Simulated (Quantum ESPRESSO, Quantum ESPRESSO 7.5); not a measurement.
# 1T-PtS2, 1 layer: cutoff convergence

Which setting serves for 1T-PtS2, 1 layer? The runs below step through one kind of setting.

Method: plane-wave DFT, PBE, GBRV ultrasoft pseudopotentials, in Quantum ESPRESSO 7.5.

## (1) Set-up

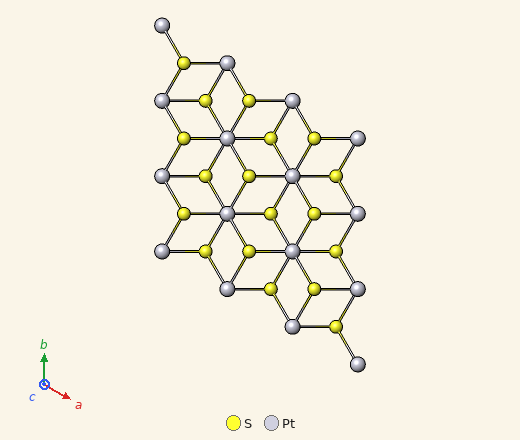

Start, viewed from above; sulfur yellow, platinum light grey. 3×3×1 cells are drawn. Some periodic images of atoms are drawn too.

The cell holds 3 atoms: 2 S and 1 Pt. Its edges and angles: a = 3.570 Å, b = 3.570 Å, c = 19.014 Å, α = 90.0°, β = 90.0°, γ = 120.0°. It derives from PtS2. Vacuum lies along c.

## (2) Ground state: ecutwfc 60 Ry, ecutrho 300 Ry

The first run is the reference of the series.

Input file c0.in:

```
&control
  prefix = 'c0'
  outdir = './out'
  pseudo_dir = './pseudo'
  calculation = 'scf'
  tprnfor = .true.
/
&system
  ibrav = 0
  nat = 3
  ntyp = 2
  ecutwfc = 60
  ecutrho = 300
  occupations = 'smearing'
  smearing = 'fd'
  degauss = 0.004
  assume_isolated = 'esm'
  esm_bc = 'bc1'
/
&electrons
  conv_thr = 1e-07
  mixing_beta = 0.4
  electron_maxstep = 120
  mixing_mode = 'local-TF'
/
ATOMIC_SPECIES
  S   32.0600  s_pbe_v1.4.uspp.F.UPF
  Pt  195.0840  pt_pbe_v1.4.uspp.F.UPF
CELL_PARAMETERS angstrom
  3.57000000000000 0.00000000000000 0.00000000000000
  -1.78500000000000 3.09171069151045 0.00000000000000
  0.00000000000000 0.00000000000000 19.01408639338038
ATOMIC_POSITIONS crystal
  S   0.666666666667 0.333333333333 -0.052963007312
  Pt  0.000000000000 0.000000000000 0.000000000000
  S   0.333333333333 0.666666666667 0.052963007312
K_POINTS automatic
  12 12 1 0 0 0
```

Started as:

```bash
OMP_NUM_THREADS=1 mpirun -n 4 pw.x -nk 4 -in c0.in > c0.out
```

The log of the run:

```text
Program PWSCF v.7.5 starts
[citation notice left out]

     Parallel version (MPI & OpenMP), running on       4 processor cores
     Number of MPI processes:                 4
     Threads/MPI process:                     1

     MPI processes distributed on     1 nodes
[...]
Current dimensions of program PWSCF are:
     Max number of different atomic species (ntypx) = 10
     Max number of k-points (npk) =  40000
     Max angular momentum in pseudopotentials (lmaxx) =  4
     Message from routine setup:
     using ibrav=0 with symmetry is DISCOURAGED, use correct ibrav instead

     K-points division:     npool     =       4
     Subspace diagonalization in iterative solution of the eigenvalue problem:
     a serial algorithm will be used

     G-vector sticks info
     --------------------
     sticks:   dense  smooth     PW     G-vecs:    dense   smooth      PW
     Sum         955     745    211               124345    88929   13865

     Using Slab Decomposition

     bravais-lattice index     =            0
     lattice parameter (alat)  =       6.7463  a.u.
     unit-cell volume          =    1416.2474 (a.u.)^3
     number of atoms/cell      =            3
     number of atomic types    =            2
     number of electrons       =        28.00
     number of Kohn-Sham states=           18
     kinetic-energy cutoff     =      60.0000  Ry
     charge density cutoff     =     300.0000  Ry
     scf convergence threshold =      1.0E-07
     mixing beta               =       0.4000
     number of iterations used =            8  local-TF  mixing
     Exchange-correlation=  SLA  PW   PBX  PBC
                           (   1   4   3   4   0   0   0)

     Effective Screening Medium Method
     =================================
     Boundary Conditions: Vacuum-Slab-Vacuum
     total charge in unit cell        =   0.0000
     grid points for fit at edges     =        4

     celldm(1)=   6.746322  celldm(2)=   0.000000  celldm(3)=   0.000000
     celldm(4)=   0.000000  celldm(5)=   0.000000  celldm(6)=   0.000000

     crystal axes: (cart. coord. in units of alat)
               a(1) = (   1.000000   0.000000   0.000000 )
               a(2) = (  -0.500000   0.866025   0.000000 )
               a(3) = (   0.000000   0.000000   5.326075 )

     reciprocal axes: (cart. coord. in units 2 pi/alat)
               b(1) = (  1.000000  0.577350 -0.000000 )
               b(2) = (  0.000000  1.154701  0.000000 )
               b(3) = (  0.000000 -0.000000  0.187756 )

     PseudoPot. # 1 for S  read from file:
     ./pseudo/s_pbe_v1.4.uspp.F.UPF
     Pseudo is Ultrasoft + core correction, Zval =  6.0
     Generated by new atomic code, or converted to UPF format
     Using radial grid of  907 points,  6 beta functions with:
                l(1) =   0
                l(2) =   0
                l(3) =   1
                l(4) =   1
                l(5) =   2
                l(6) =   2
     Q(r) pseudized with  8 coefficients,  rinner =    1.300   1.300   1.300
                                                       1.300   1.300

     PseudoPot. # 2 for Pt read from file:
     ./pseudo/pt_pbe_v1.4.uspp.F.UPF
     Pseudo is Ultrasoft + core correction, Zval = 16.0
     Generated by new atomic code, or converted to UPF format
     Using radial grid of  985 points,  6 beta functions with:
                l(1) =   0
                l(2) =   0
                l(3) =   1
                l(4) =   1
                l(5) =   2
                l(6) =   2
     Q(r) pseudized with  8 coefficients,  rinner =    1.300   1.300   1.300
                                                       1.300   1.300

     atomic species   valence    mass     pseudopotential
     S                 6.00    32.06000     S ( 1.00)
     Pt               16.00   195.08400     Pt( 1.00)

     12 Sym. Ops., with inversion, found

   Cartesian axes

     site n.     atom                  positions (alat units)
         1        S      tau(   1) = (   0.5000000   0.2886751  -0.2820849  )
         2        Pt     tau(   2) = (   0.0000000   0.0000000   0.0000000  )
         3        S      tau(   3) = (  -0.0000000   0.5773503   0.2820849  )

     number of k points=    19  Fermi-Dirac smearing, width (Ry)=  0.0040
                       cart. coord. in units 2pi/alat
        k(    1) = (   0.0000000   0.0000000   0.0000000), wk =   0.0138889
        k(    2) = (   0.0000000   0.0962250   0.0000000), wk =   0.0833333
        k(    3) = (   0.0000000   0.1924501   0.0000000), wk =   0.0833333
        k(    4) = (   0.0000000   0.2886751   0.0000000), wk =   0.0833333
        k(    5) = (   0.0000000   0.3849002   0.0000000), wk =   0.0833333
        k(    6) = (   0.0000000   0.4811252   0.0000000), wk =   0.0833333
        k(    7) = (   0.0000000  -0.5773503   0.0000000), wk =   0.0416667
        k(    8) = (   0.0833333   0.1443376   0.0000000), wk =   0.0833333
        k(    9) = (   0.0833333   0.2405626   0.0000000), wk =   0.1666667
        k(   10) = (   0.0833333   0.3367877   0.0000000), wk =   0.1666667
[...]
k(   19) = (   0.3333333   0.5773503   0.0000000), wk =   0.0277778

     Dense  grid:   124345 G-vectors     FFT dimensions: (  40,  40, 200)

     Smooth grid:    88929 G-vectors     FFT dimensions: (  36,  36, 180)

     Estimated max dynamical RAM per process >     198.54 MB

     Estimated total dynamical RAM >     703.07 MB

     Initial potential from superposition of free atoms

     starting charge      27.4999, renormalised to      28.0000

     negative rho (up, down):  1.903E-01 0.000E+00
     Starting wfcs are   20 randomized atomic wfcs

     total cpu time spent up to now is        2.5 secs

     per-process dynamical memory:    94.0 Mb

     Self-consistent Calculation

     iteration #  1     ecut=    60.00 Ry     beta= 0.40
     Davidson diagonalization with overlap
     ethr =  1.00E-02,  avg # of iterations =  8.1

     negative rho (up, down):  1.795E-01 0.000E+00

     total cpu time spent up to now is        7.8 secs

     total energy              =    -258.90681966 Ry
     estimated scf accuracy    <       1.55099225 Ry

     iteration #  2     ecut=    60.00 Ry     beta= 0.40
[...]
negative rho (up, down):  1.809E-01 0.000E+00

[...]
total energy              =    -258.64754840 Ry
     estimated scf accuracy    <       0.67264917 Ry

     iteration #  3     ecut=    60.00 Ry     beta= 0.40
[...]
negative rho (up, down):  2.043E-01 0.000E+00

[...]
c_bands:  2 eigenvalues not converged
     c_bands:  1 eigenvalues not converged
[...]
negative rho (up, down):  1.930E-01 0.000E+00

[...]
total energy              =    -258.92153559 Ry
     estimated scf accuracy    <       0.00251932 Ry

     iteration #  7     ecut=    60.00 Ry     beta= 0.40
[...]
c_bands:  2 eigenvalues not converged
     c_bands:  1 eigenvalues not converged
     c_bands:  2 eigenvalues not converged
     c_bands:  1 eigenvalues not converged
[...]
negative rho (up, down):  1.929E-01 0.000E+00

[...]
total energy              =    -258.92363511 Ry
     estimated scf accuracy    <       0.00115243 Ry

     iteration #  8     ecut=    60.00 Ry     beta= 0.40
[...]
c_bands:  2 eigenvalues not converged
     c_bands:  1 eigenvalues not converged
[...]
negative rho (up, down):  1.900E-01 0.000E+00

[...]
total energy              =    -258.92325623 Ry
     estimated scf accuracy    <       0.00099827 Ry

     iteration #  9     ecut=    60.00 Ry     beta= 0.40
[...]
c_bands:  1 eigenvalues not converged
     c_bands:  1 eigenvalues not converged
[...]
negative rho (up, down):  1.828E-01 0.000E+00

[...]
total energy              =    -258.92330229 Ry
     estimated scf accuracy    <       0.00049955 Ry

     iteration # 10     ecut=    60.00 Ry     beta= 0.40
[...]
c_bands:  2 eigenvalues not converged
     c_bands:  2 eigenvalues not converged
     c_bands:  2 eigenvalues not converged
     c_bands:  2 eigenvalues not converged
     c_bands:  1 eigenvalues not converged
[...]
negative rho (up, down):  1.810E-01 0.000E+00

[...]
total energy              =    -258.92362312 Ry
     estimated scf accuracy    <       0.00015666 Ry

     iteration # 11     ecut=    60.00 Ry     beta= 0.40
[...]
c_bands:  2 eigenvalues not converged
     c_bands:  1 eigenvalues not converged
[...]
negative rho (up, down):  1.791E-01 0.000E+00

[...]
total energy              =    -258.92358640 Ry
     estimated scf accuracy    <       0.00119906 Ry

     iteration # 12     ecut=    60.00 Ry     beta= 0.40
[...]
c_bands:  2 eigenvalues not converged
     c_bands:  1 eigenvalues not converged
     c_bands:  1 eigenvalues not converged
     c_bands:  2 eigenvalues not converged
     c_bands:  1 eigenvalues not converged
[...]
negative rho (up, down):  1.778E-01 0.000E+00

[...]
total energy              =    -258.92381297 Ry
     estimated scf accuracy    <       0.00014494 Ry

     iteration # 13     ecut=    60.00 Ry     beta= 0.40
[...]
c_bands:  1 eigenvalues not converged
     c_bands:  1 eigenvalues not converged
     c_bands:  1 eigenvalues not converged
     c_bands:  1 eigenvalues not converged
[...]
negative rho (up, down):  1.778E-01 0.000E+00

[...]
total energy              =    -258.92380160 Ry
     estimated scf accuracy    <       0.00009811 Ry

     iteration # 14     ecut=    60.00 Ry     beta= 0.40
[...]
c_bands:  2 eigenvalues not converged
[...]
negative rho (up, down):  1.776E-01 0.000E+00

[...]
total energy              =    -258.92385129 Ry
     estimated scf accuracy    <       0.00013713 Ry

     iteration # 15     ecut=    60.00 Ry     beta= 0.40
[...]
negative rho (up, down):  1.776E-01 0.000E+00

[...]
total energy              =    -258.92386796 Ry
     estimated scf accuracy    <       0.00001699 Ry

     iteration # 16     ecut=    60.00 Ry     beta= 0.40
[...]
negative rho (up, down):  1.777E-01 0.000E+00

[...]
total energy              =    -258.92386431 Ry
     estimated scf accuracy    <       0.00000319 Ry

     iteration # 17     ecut=    60.00 Ry     beta= 0.40
[...]
c_bands:  1 eigenvalues not converged
[...]
negative rho (up, down):  1.777E-01 0.000E+00

[...]
total energy              =    -258.92385980 Ry
     estimated scf accuracy    <       0.00000106 Ry

     iteration # 18     ecut=    60.00 Ry     beta= 0.40
[...]
c_bands:  1 eigenvalues not converged
[...]
negative rho (up, down):  1.777E-01 0.000E+00

[...]
total energy              =    -258.92385843 Ry
     estimated scf accuracy    <       0.00000033 Ry

     iteration # 19     ecut=    60.00 Ry     beta= 0.40
[...]
c_bands:  1 eigenvalues not converged
[...]
negative rho (up, down):  1.777E-01 0.000E+00

[...]
End of self-consistent calculation

          k = 0.0000 0.0000 0.0000 ( 11147 PWs)   bands (ev):

   -59.7017 -59.7017 -59.3379 -21.6502 -17.9471 -13.4162 -13.4162 -11.7687
    -9.8390  -9.8390  -7.0922  -6.9095  -6.9095  -6.6133  -2.4673  -2.4673
    -0.8559  -0.7893

          k = 0.0000 0.0962 0.0000 ( 11165 PWs)   bands (ev):

   -59.7033 -59.7021 -59.3377 -21.5496 -18.0333 -13.3411 -13.3228 -11.7018
    -9.9787  -9.9197  -7.4774  -6.8912  -6.8911  -6.3159  -2.9925  -2.6478
    -0.6411  -0.6124

          k = 0.0000 0.1925 0.0000 ( 11139 PWs)   bands (ev):

   -59.7077 -59.7032 -59.3372 -21.2582 -18.2541 -13.1274 -13.0822 -11.5316
   -10.3597 -10.1005  -8.1655  -6.9522  -6.4122  -6.3128  -3.9085  -2.9458
    -0.2625  -0.1956

          k = 0.0000 0.2887 0.0000 ( 11126 PWs)   bands (ev):

   -59.7136 -59.7047 -59.3365 -20.8099 -18.5309 -12.8269 -12.8157 -11.4684
   -10.6904 -10.2546  -8.6216  -7.2883  -6.7981  -6.0228  -4.4394  -3.0370
    -0.3262   0.3939

          k = 0.0000 0.3849 0.0000 ( 11082 PWs)   bands (ev):

   -59.7195 -59.7062 -59.3358 -20.2734 -18.7954 -12.9376 -12.4904 -11.5189
   -10.5129 -10.2476  -8.8637  -7.9092  -7.5241  -6.3129  -4.1046  -2.9007
    -0.5256   1.1598

          k = 0.0000 0.4811 0.0000 ( 11092 PWs)   bands (ev):

   -59.7238 -59.7073 -59.3352 -19.7688 -19.0151 -13.4253 -12.2647 -11.1271
   -10.3213  -9.9659  -9.1139  -8.6626  -7.9154  -6.9365  -3.5330  -2.7152
    -0.4238   1.0158

[...]
the Fermi energy is    -5.1675 ev

!    total energy              =    -258.92386542 Ry
     estimated scf accuracy    <       0.00000004 Ry
     smearing contrib. (-TS)   =      -0.00000002 Ry
     internal energy E=F+TS    =    -258.92386540 Ry

     The total energy is F=E-TS. E is the sum of the following terms:
     one-electron contribution =     401.34672839 Ry
     hartree contribution      =    -202.62018789 Ry
     xc contribution           =     -74.00757564 Ry
     ewald contribution        =    -383.64283026 Ry

     convergence has been achieved in  19 iterations

     negative rho (up, down):  1.777E-01 0.000E+00

     Forces acting on atoms (cartesian axes, Ry/au):

     atom    1 type  1   force =    -0.00000000   -0.00000000   -0.12159792
     atom    2 type  2   force =    -0.00000000    0.00000000    0.00000000
     atom    3 type  1   force =    -0.00000000    0.00000000    0.12159792

     Total force =     0.171965     Total SCF correction =     0.000393

[...]
=------------------------------------------------------------------------------=
   JOB DONE.
=------------------------------------------------------------------------------=
[...]
```

Elapsed: 2.1 min, on 4 MPI ranks of Arm Neoverse N1, shared host; peak memory 0.86 GiB.

Read from the output:

| Quantity | Value |
| --- | --- |
| free energy | -3522.8387 eV |
| Fermi energy | -5.168 eV |
| valence top, on the run's zero | -5.909 eV |
| conduction bottom, on the run's zero | -4.439 eV |
| gap by band count | 1.470 eV |
| vacuum line at the lower end of the cell, over the valence top | 5.909 eV |
| vacuum line at the upper end of the cell, over the valence top | 5.909 eV |

Electrostatic potential energy of an electron; zero at the highest filled level of the SCF mesh. Table of potential energy, planar mean by z:

| z (Å) | potential energy, planar mean (eV) |
| --- | --- |
| -9 | 5.91 |
| -8 | 5.91 |
| -7 | 5.91 |
| -6 | 5.91 |
| -5 | 5.91 |
| -4 | 5.90 |
| -3 | 5.81 |
| -2 | 3.87 |
| -1 | -11.9 |
| 0 | -16.5 |
| 1 | -11.9 |
| 2 | 3.87 |
| 3 | 5.81 |
| 4 | 5.90 |
| 5 | 5.91 |
| 6 | 5.91 |
| 7 | 5.91 |
| 8 | 5.91 |
| 9 | 5.91 |

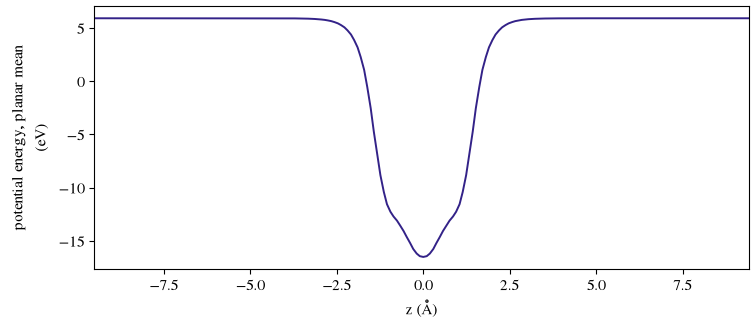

Potential energy, planar mean, plotted against z.

The program's own clock; routines nest. Time by routine:

| routine | wall time (s) | calls |
| --- | --- | --- |
| PWSCF | 123.5 | 1 |
| electrons | 120 | 1 |
| c_bands | 76.43 | 19 |
| cegterg | 68.2 | 95 |
| h_psi | 53.07 | 1264 |
| fftw | 46.69 | 15758 |
| vloc_psi | 45.79 | 1264 |
| mix_rho | 19.29 | 19 |
| sum_band | 13.95 | 19 |
| ffts | 11.87 | 2205 |
| newd | 6.97 | 20 |
| calbec | 4.31 | 1379 |
| add_vuspsi | 3.66 | 1264 |
| v_of_rho | 3.54 | 20 |

The vacuum levels are read from the outermost 0.7 Å of the cell on either side.

The run needed 19 iterations to bring the estimated error under 1e-07 Ry; the largest force on any atom, held or free, is 3.13 eV/Å, so this geometry is far from relaxed and its levels are not those of the real material.

Inside the slab this potential holds the local part of the pseudopotentials, which can be repulsive at the nuclei; only its value in the vacuum has a meaning of its own.

## (3) Ground state: ecutwfc 50 Ry, ecutrho 250 Ry

c1.in is the input of step 2 with these lines changed:

```diff
@@ -1,3 +1,3 @@
 &control
-  prefix = 'c0'
+  prefix = 'c1'
   outdir = './out'
@@ -11,4 +11,4 @@
   ntyp = 2
-  ecutwfc = 60
-  ecutrho = 300
+  ecutwfc = 50
+  ecutrho = 250
   occupations = 'smearing'
```

Started as:

```bash
OMP_NUM_THREADS=1 mpirun -n 4 pw.x -nk 4 -in c1.in > c1.out
```

The log of the run:

```text
[banner, memory and clock lines left out]
Program PWSCF v.7.5 starts
[...]
Message from routine setup:
[...]
number of electrons       =        28.00
     number of Kohn-Sham states=           18
     kinetic-energy cutoff     =      50.0000  Ry
     charge density cutoff     =     250.0000  Ry
[...]
number of k points=    19  Fermi-Dirac smearing, width (Ry)=  0.0040
[...]
Dense  grid:    94309 G-vectors     FFT dimensions: (  36,  36, 192)
[...]
negative rho (up, down):  1.841E-01 0.000E+00
     Starting wfcs are   20 randomized atomic wfcs
[...]
negative rho (up, down):  1.724E-01 0.000E+00
[...]
estimated scf accuracy    <       1.55736279 Ry
[...]
negative rho (up, down):  1.777E-01 0.000E+00
[...]
estimated scf accuracy    <       0.67482900 Ry
[...]
negative rho (up, down):  1.974E-01 0.000E+00
[...]
estimated scf accuracy    <       0.03029735 Ry
[...]
negative rho (up, down):  1.983E-01 0.000E+00
[...]
estimated scf accuracy    <       0.01139161 Ry
[...]
negative rho (up, down):  1.928E-01 0.000E+00
[...]
estimated scf accuracy    <       0.00969308 Ry
[...]
negative rho (up, down):  1.862E-01 0.000E+00
[...]
estimated scf accuracy    <       0.00304858 Ry
[...]
negative rho (up, down):  1.851E-01 0.000E+00
[...]
estimated scf accuracy    <       0.00113800 Ry
[...]
negative rho (up, down):  1.821E-01 0.000E+00
[...]
estimated scf accuracy    <       0.00162712 Ry
[...]
negative rho (up, down):  1.764E-01 0.000E+00
[...]
estimated scf accuracy    <       0.00044624 Ry
[...]
negative rho (up, down):  1.731E-01 0.000E+00
[...]
estimated scf accuracy    <       0.00024823 Ry
[...]
negative rho (up, down):  1.713E-01 0.000E+00
[...]
estimated scf accuracy    <       0.00091644 Ry
[...]
negative rho (up, down):  1.708E-01 0.000E+00
[...]
estimated scf accuracy    <       0.00019008 Ry
[...]
negative rho (up, down):  1.709E-01 0.000E+00
[...]
estimated scf accuracy    <       0.00000677 Ry
[...]
negative rho (up, down):  1.709E-01 0.000E+00
[...]
estimated scf accuracy    <       0.00000977 Ry
[...]
negative rho (up, down):  1.709E-01 0.000E+00
[...]
estimated scf accuracy    <       0.00000468 Ry
[...]
negative rho (up, down):  1.710E-01 0.000E+00
[...]
estimated scf accuracy    <       0.00000084 Ry
[...]
negative rho (up, down):  1.710E-01 0.000E+00
[...]
estimated scf accuracy    <       0.00000050 Ry
[...]
negative rho (up, down):  1.710E-01 0.000E+00
[...]
estimated scf accuracy    <       0.00000023 Ry
[...]
negative rho (up, down):  1.710E-01 0.000E+00
[...]
the Fermi energy is    -5.1707 ev
!    total energy              =    -258.92345634 Ry
     estimated scf accuracy    <       0.00000001 Ry
     smearing contrib. (-TS)   =      -0.00000002 Ry
     internal energy E=F+TS    =    -258.92345632 Ry
[...]
one-electron contribution =     401.34412594 Ry
     hartree contribution      =    -202.61773661 Ry
     xc contribution           =     -74.00701539 Ry
     ewald contribution        =    -383.64283026 Ry
     convergence has been achieved in  19 iterations
     negative rho (up, down):  1.710E-01 0.000E+00
[...]
Total force =     0.171971     Total SCF correction =     0.000220
[...]
```

Run time: 87 s. Hardware: 4 MPI ranks; peak memory 0.7 GiB; 5.8 min of CPU time.

This step gave:

* free energy: -3522.8331 eV
* Fermi energy: -5.171 eV
* valence top, on the run's zero: -5.912 eV
* conduction bottom, on the run's zero: -4.443 eV
* vacuum line at the lower end of the cell, over the valence top: 5.912 eV
* vacuum line at the upper end of the cell, over the valence top: 5.912 eV

The program's own clock; routines nest. Time by routine:

| routine | wall time (s) | calls |
| --- | --- | --- |
| PWSCF | 86.73 | 1 |
| electrons | 83.98 | 1 |
| c_bands | 51.27 | 19 |
| cegterg | 44.23 | 95 |
| h_psi | 32.81 | 1221 |
| fftw | 27.61 | 15300 |
| vloc_psi | 27.38 | 1221 |
| mix_rho | 14.62 | 19 |
| sum_band | 10.03 | 19 |
| ffts | 8.72 | 2229 |
| newd | 5.31 | 20 |
| calbec | 3.24 | 1336 |
| v_of_rho | 2.88 | 20 |
| add_vuspsi | 2.73 | 1221 |

Counted from each run's own zero (the valence top), the vacuum level differs from the first run's by +3 meV.

(Part 1 of 3 ends here.)

[Logs are printed without paths, hosts, clocks, repeated set-up lines and the standing remarks that a program may print on its own settings, such as how far it seeks lower states.]

[Hosts, paths, dates, database ids (printed as entryN), source tags and the programs' standing remarks are cut or masked in the printed files.]

[Maps of the electrostatic potential energy from Ansatz leave out the sawtooth potential of an applied field or a dipole correction, so their vacuum need not be flat; planar profiles and work functions include it.]
